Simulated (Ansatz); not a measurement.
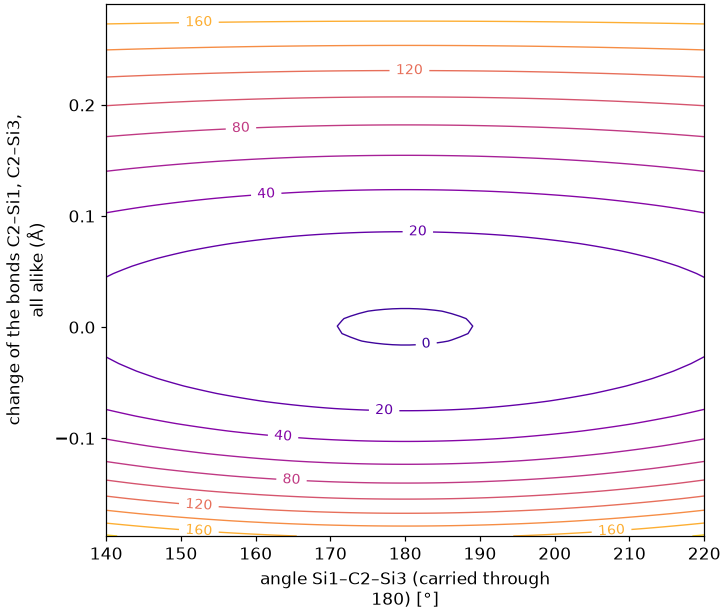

Energy landscape of CH3Si2, SMILES [Si-]#C[SiH3], charge −1. 
- The first coordinate is: angle Si1–C2–Si3 (carried through 180); the second: change of the bonds C2–Si1, C2–Si3, all alike.
- Nothing is relaxed (all other coordinates rigid).
- The scan uses a 15 × 15 grid.
- Points are written as (first, second).
- Energies: kJ/mol, counted from the lowest grid point.
- All numbers below come from RKS PBE0-D4/def2-TZVPD (Ansatz 0.2.0).

In the figure: contour lines labelled in kJ/mol. Between grid points the surface is interpolated. 

Summarise what can be read from the map.

The lowest grid point is at (180.0°, 0.017 Å). It is the only kind of minimum in the scanned range. The highest grid point, (220.0°, −0.188 Å), lies 182 kJ/mol above the lowest.

Time for the 225 points that were run: 20 min on 1 thread of Intel(R) Xeon(R) Platinum 8259CL CPU @ 2.50GHz (Skylake/Cascade Lake) (shared host).
